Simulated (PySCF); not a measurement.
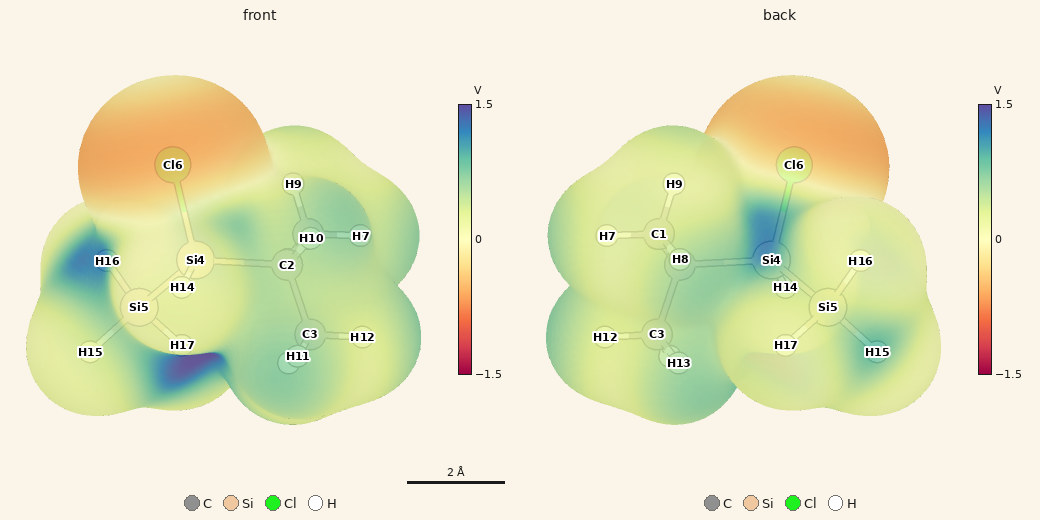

Figure 1: C3H11ClSi2. The electrostatic potential painted on the density surface at 0.002 e/bohr³, seen from the front and from behind; red is negative and blue positive.

Geometry: GFN2-xTB.

These are results of CAM-B3LYP/def2-SVPD, SCF density, gas phase (PySCF 2.14.0), not measurements.

```json
{"atom": "C", "x (Å)": "-1.0895", "y (Å)": "-1.3750", "z (Å)": "0.3209"}
{"atom": "C", "x (Å)": "-1.0297", "y (Å)": "0.1503", "z (Å)": "0.3800"}
{"atom": "C", "x (Å)": "-1.4026", "y (Å)": "0.7471", "z (Å)": "-0.9746"}
{"atom": "Si", "x (Å)": "0.6986", "y (Å)": "0.7682", "z (Å)": "0.9443"}
{"atom": "Si", "x (Å)": "2.4113", "y (Å)": "-0.0060", "z (Å)": "-0.4144"}
{"atom": "Cl", "x (Å)": "0.9504", "y (Å)": "0.1453", "z (Å)": "2.8725"}
{"atom": "H", "x (Å)": "-2.0863", "y (Å)": "-1.7086", "z (Å)": "0.0346"}
{"atom": "H", "x (Å)": "-0.3819", "y (Å)": "-1.7609", "z (Å)": "-0.4117"}
{"atom": "H", "x (Å)": "-0.8526", "y (Å)": "-1.8102", "z (Å)": "1.2896"}
{"atom": "H", "x (Å)": "-1.7794", "y (Å)": "0.4825", "z (Å)": "1.1079"}
{"atom": "H", "x (Å)": "-1.4079", "y (Å)": "1.8338", "z (Å)": "-0.9306"}
{"atom": "H", "x (Å)": "-2.3934", "y (Å)": "0.4152", "z (Å)": "-1.2822"}
{"atom": "H", "x (Å)": "-0.6908", "y (Å)": "0.4408", "z (Å)": "-1.7392"}
{"atom": "H", "x (Å)": "0.6092", "y (Å)": "2.2336", "z (Å)": "1.0431"}
{"atom": "H", "x (Å)": "3.2970", "y (Å)": "1.0849", "z (Å)": "-0.8291"}
{"atom": "H", "x (Å)": "3.2460", "y (Å)": "-1.0227", "z (Å)": "0.2285"}
{"atom": "H", "x (Å)": "1.8946", "y (Å)": "-0.6063", "z (Å)": "-1.6496"}
```

### Where is the surface potential most negative and most positive?

The most negative region (about −0.6 V) lies over Cl6, the most positive (about +1.4 V) over Si4 and Si5.
